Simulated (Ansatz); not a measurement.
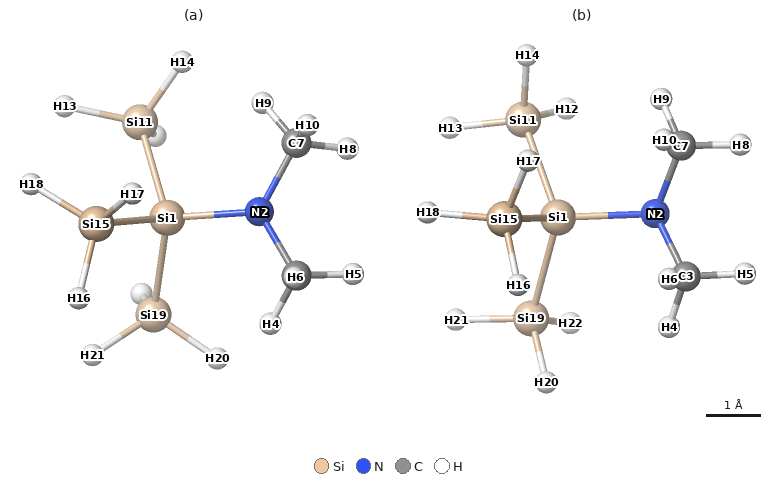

The structure of C2H15NSi4 before (left) and after (right) a relaxation, at one scale.

The picture is a ball-and-stick view, seen at a tilt.

The run prepares the start of a later molecular dynamics calculation, from a guessed geometry.

Computed with RKS BLYP-D4/STO-3G in Ansatz 0.2.0. (no spin polarisation; force threshold 0.02 eV/Å; at most 40 steps)

### Summarise the run.

The energy falls by 65.6 kJ/mol in 27 accepted moves (33 points after the start). Largest force component: 2.9 eV/Å at the start, 0.0068 eV/Å at the end. The line search rejected the trial steps at points 8, 14, 19, 20, 27, 28 of the run. The forces were under the threshold at step 21, but the run went on from there. H20 moves most after the best rigid fit: 1.37 Å. Largest moves by element: H 1.37 Å, N 0.59 Å, Si 0.42 Å, C 0.27 Å. Some distances before and after: Si1–Si15 2.218 → 2.288 Å, N2–C3 1.470 → 1.526 Å, Si1–Si11 2.220 → 2.275 Å, C3–H6 1.110 → 1.122 Å. Bond angles that change, for instance: C3–N2–C7 120.0° → 107.6°, Si1–N2–C3 120.0° → 112.0°, N2–C3–H6 109.5° → 114.4°. Groups turn about Si1–Si19 by about 55°, Si1–Si11 by about 45°, Si1–Si15 by about 30°.

Limits of the set-up: STO-3G is a minimal basis, so the numbers are rough.
